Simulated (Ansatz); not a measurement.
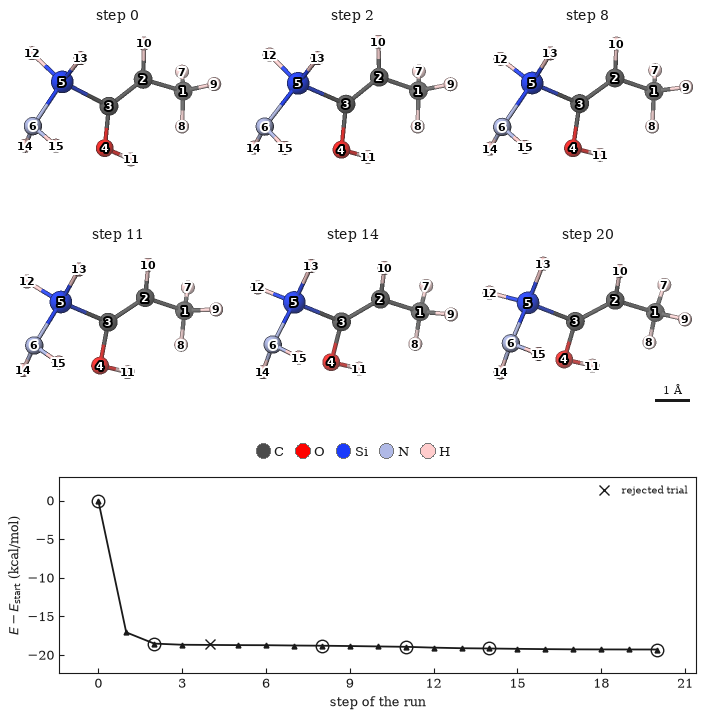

Frames of a relaxation of C3H9NOSi, marked on the history of the run. Style: ball-and-stick. Shown at a tilt.

The run prepares an end point of a later path (hydrogen shift) calculation, from a guessed geometry.

Method: RKS PBE0-D4/STO-3G in Ansatz. Settings: no spin polarisation; force threshold 0.02 eV/Å; at most 50 steps.

Describe the path.

Answer. Over 19 accepted moves (20 points after the start) the energy falls by 19.3 kcal/mol. The largest force component goes from 5.3 to 0.013 eV/Å. The line search rejected the trial step at point 4 of the run. The forces were under the threshold at step 5, but the run went on from there. The largest move after the best rigid fit is that of H11, 0.83 Å. Largest moves by element: H 0.83 Å, O 0.78 Å, N 0.43 Å, C 0.30 Å, Si 0.24 Å. Near-neighbour distances that change, for instance: C3–O4 1.301 → 1.407 Å, Si5–N6 1.706 → 1.771 Å, Si5–H13 1.499 → 1.443 Å, C1–H7 1.054 → 1.101 Å. Among the angles between lasting bonds that change: C3–O4–H11 112.5° → 104.0°, C3–Si5–N6 106.8° → 114.4°, H7–C1–H9 112.3° → 107.2°. Groups turn about C3–Si5 by about 50°. From step 0 to 2: H15 moves most (0.24 Å), energy −18.5 kcal/mol. From step 2 to 8: H atoms move most (0.20 Å), energy −0.27 kcal/mol. From step 8 to 11: O4 moves most (0.20 Å), energy −0.14 kcal/mol. From step 11 to 14: O4 moves most (0.28 Å), energy −0.22 kcal/mol. From step 14 to 20: O and H atoms move most (0.19 Å), energy −0.13 kcal/mol.

Limits of the set-up: STO-3G is a minimal basis, so the numbers are rough.
